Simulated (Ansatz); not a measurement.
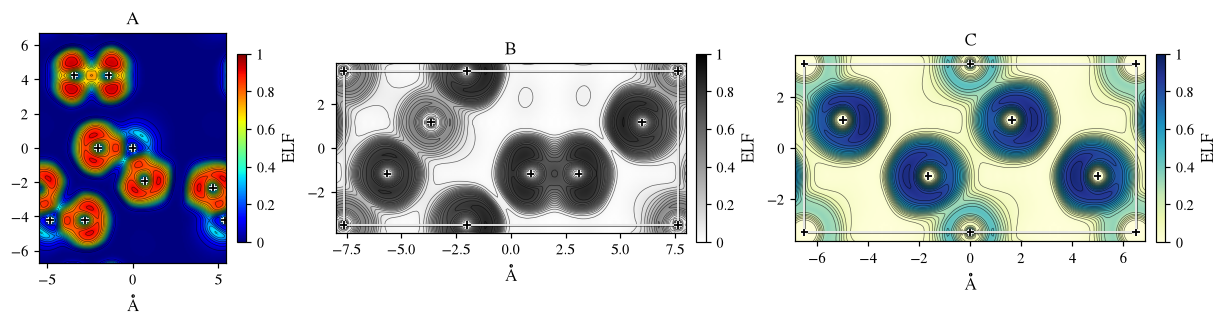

The electron localisation function of 3 systems, each on a plane through atoms (crosses mark nuclei in the plane).

All numbers below come from DFT PBE, scalar-relativistic, plane waves, PAW in Ansatz.

System 1: Bi2Se5, the (110) plane of the conventional cell. Space group P-3m1; a generated structure, not necessarily the stable one; changed on purpose from its base cell (volume × 0.94, shape and atoms relaxed).

```
CELL_PARAMETERS angstrom
4.05502 0.00000 0.00000
-2.02751 3.51175 0.00000
0.00000 0.00000 15.26886
ATOMIC_POSITIONS crystal
Bi 0.66667 0.33333 0.86914
Bi 0.33333 0.66667 0.13086
Se 0.33333 0.66667 0.76185
Se 0.00000 0.00000 0.42827
Se 0.00000 0.00000 0.57173
Se 0.66667 0.33333 0.23815
Se 0.00000 0.00000 0.00000
```

System 2: BiSbS4, the (110) plane of the conventional cell. Space group P-3m1; a generated structure, not necessarily the stable one.

System 3: SiCl5, the (110) plane of the conventional cell. Space group P-3m1; a generated structure, not necessarily the stable one; changed on purpose from its base cell (volume × 0.91, shape and atoms relaxed).

```
Si Cl
1.0
     7.33105    0.00000    0.00000
    -3.66552    6.34887    0.00000
     0.00000    0.00000   10.20360
Si Cl
2 10
Direct
  0.66667 0.33333 0.23595
  0.33333 0.66667 0.76405
  0.00000 0.00000 0.09814
  0.00000 0.00000 0.90186
  0.51571 0.48429 0.30398
  0.51571 0.03142 0.30398
  0.96858 0.48429 0.30398
  0.66667 0.33333 0.03684
  0.03142 0.51571 0.69602
  0.48429 0.51571 0.69602
  0.48429 0.96858 0.69602
  0.33333 0.66667 0.96316
```

Which map belongs to which system?

Answer. Panel A is system 3, SiCl5: the plane holds Si and Cl. Cl–Cl (2.00 Å): the ELF peaks at about 0.75 between the atoms (localised, covalent bonding). Panel B is system 1, Bi2Se5: the plane holds Bi and Se. Se–Se (2.19 Å): the ELF peaks at about 0.70 between the atoms. Panel C is system 2, BiSbS4: the plane holds Sb, Bi and S. Sb–S (2.67 Å): the ELF peaks at about 0.85 in the valence shell of S, 0.8 Å from its nucleus, and is about 0.55 at the midpoint.
